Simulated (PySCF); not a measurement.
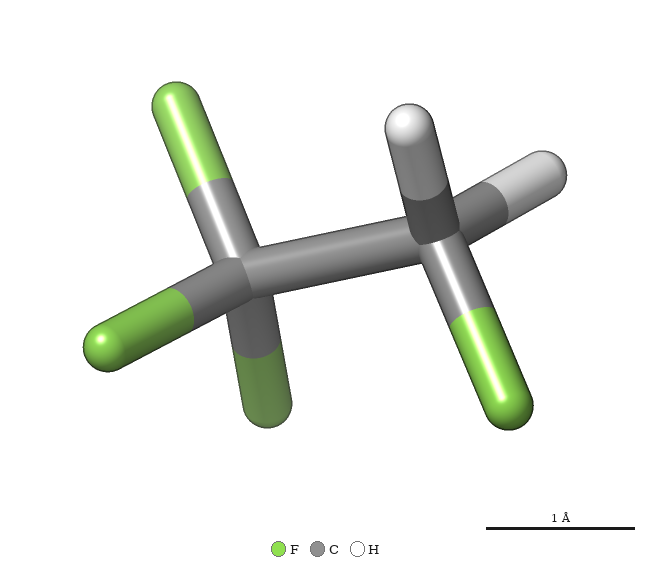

The picture shows a molecular structure as a stick model. Every bond is drawn as one stick, whatever its order.

The computed structure is the end point of a PBE0-D3(BJ)/def2-TZVP optimisation. No frequency run is at hand to confirm it as a minimum.

Identify the structure.

The molecule is C2H2F4. As SMILES it reads `FCC(F)(F)F`. It has no ring. Among its groups: C–F bond. This geometry has Cs symmetry. Coordination: 2 C tetrahedral.

The parts below concern this one geometry. Atoms keep their numbers from picture to picture.

### Geometry

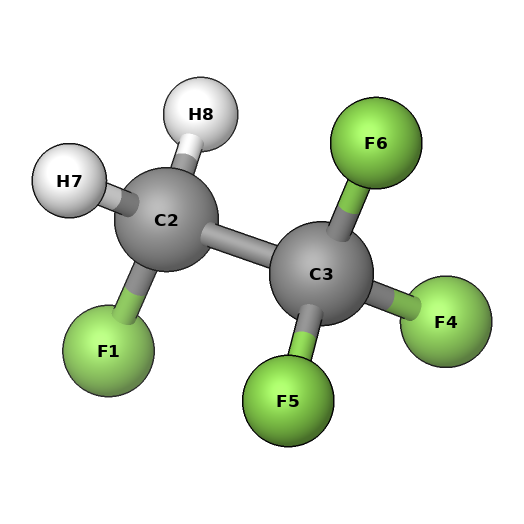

No frequency run is at hand to confirm it as a minimum.

List the bonds and their lengths.

| bond | length (Å) | order |
| --- | --- | --- |
| F1–C2 | 1.364 | single |
| C2–C3 | 1.514 | single |
| C2–H7 | 1.092 | single |
| C2–H8 | 1.092 | single |
| C3–F4 | 1.332 | single |
| C3–F5 | 1.332 | single |
| C3–F6 | 1.339 | single |

### Spin–spin coupling

No frequency run is at hand to confirm it as a minimum. Properties computed with B3LYP/pcJ-2 indirect spin-spin coupling, non-relativistic, gas phase (PySCF 2.14.0). Isotopes: 13C, 19F, 1H.

Give the spin–spin coupling constants of these pairs, with the number of bonds between them: F1/C2, C2/H8, C3/F6, C3/F5, C3/F4, F1/C3, F1/H7, C3/H7, H7/H8, F1/F6, F4/H8, F5/H8, F5/H7.

```
  pair  bonds apart  J (Hz)
F1, C2            1  −251.0
C2, H8            1   159.3
C3, F6            1  −343.3
C3, F5            1  −356.3
C3, F4            1  −356.3
F1, C3            2    20.1
F1, H7            2    53.5
C3, H7            2    −3.0
H7, H8            2   −11.3
F1, F6            3   −35.4
F4, H8            3     1.6
F5, H8            3    23.8
F5, H7            3     1.6
```

Density functionals are unreliable for couplings to fluorine, so those rows may be far off.

### Electronic properties

No frequency run is at hand to confirm it as a minimum. Properties computed with CAM-B3LYP/aug-cc-pVTZ, gas phase (PySCF 2.14.0). Excitations: vertical, linear response.

Computed properties:

- dipole moment: 2.07 D
- HOMO energy (Kohn–Sham orbital): −12.14 eV
- LUMO energy (Kohn–Sham orbital): 0.20 eV
- HOMO–LUMO gap: 12.34 eV
- mean static polarisability: 30.5 bohr³
- lowest vertical singlet excitation: 9.48 eV
- its oscillator strength: 0.011
- brightest of the 10 lowest singlets: 10.63 eV
- its oscillator strength: 0.03

### NMR shielding

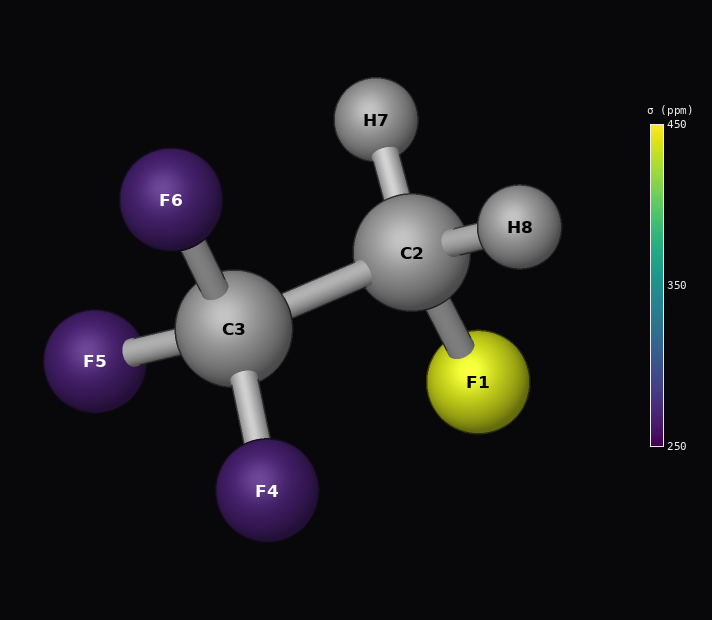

Atoms are coloured by their isotropic NMR shieldings (F only, the others grey). No frequency run is at hand to confirm it as a minimum. Method: GIAO ωB97X-D/pcSseg-2 NMR shielding, non-relativistic, gas phase (PySCF 2.14.0).

Give the isotropic NMR shieldings of the F atoms atom by atom.

```csv
atom,σ (ppm)
F1,436.8
F4,267.5
F5,267.5
F6,268.0
```

### Charges

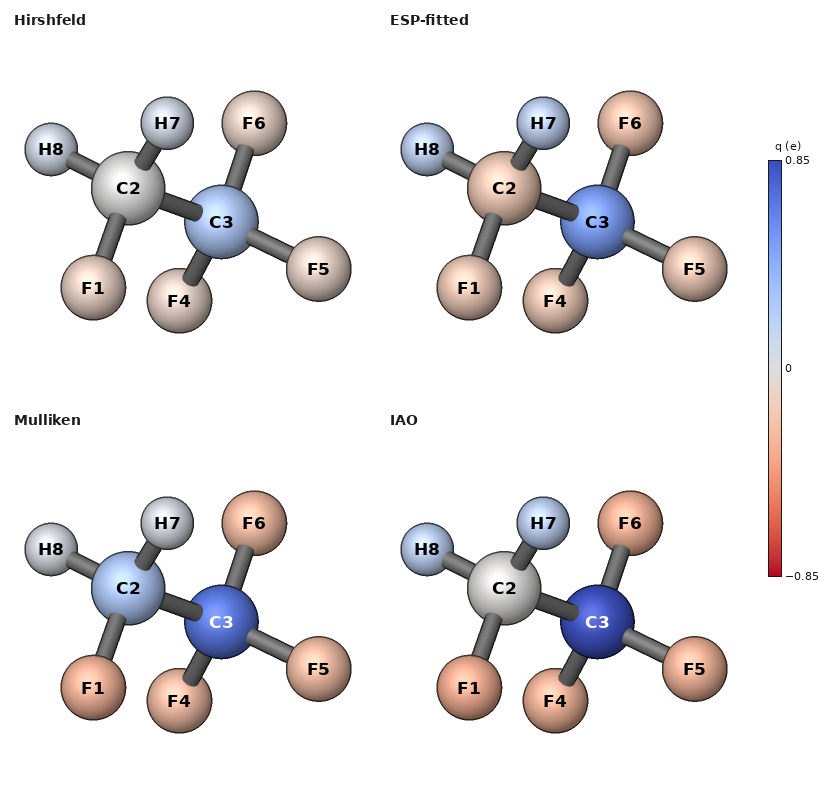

Atomic charges of one calculation by 4 schemes, on one colour scale. No frequency run is at hand to confirm it as a minimum. Level of theory: PBE0/pcSseg-2 (PySCF 2.14.0).

> Which scheme gives the most polar picture (largest mean size of the charges)?

The IAO charges are the largest in size here, and the Hirshfeld charges the smallest.

> On which atom do the schemes disagree most?

On C3 (from 0.25 to 0.82 e).

List the charges (e), one line for each set of equivalent atoms.

```json
{"atom": "F1", "Hirshfeld": "−0.11", "ESP-fitted": "−0.16", "Mulliken": "−0.28", "IAO": "−0.31"}
{"atom": "C2", "Hirshfeld": "0.00", "ESP-fitted": "−0.16", "Mulliken": "0.24", "IAO": "−0.01"}
{"atom": "C3", "Hirshfeld": "0.25", "ESP-fitted": "0.50", "Mulliken": "0.67", "IAO": "0.82"}
{"atom": "F4, F5", "Hirshfeld": "−0.09", "ESP-fitted": "−0.15", "Mulliken": "−0.23", "IAO": "−0.28"}
{"atom": "F6", "Hirshfeld": "−0.09", "ESP-fitted": "−0.19", "Mulliken": "−0.24", "IAO": "−0.29"}
{"atom": "H7, H8", "Hirshfeld": "0.06", "ESP-fitted": "0.16", "Mulliken": "0.04", "IAO": "0.17"}
```

Mulliken values depend strongly on the basis set and can even reverse the polarity of a bond.
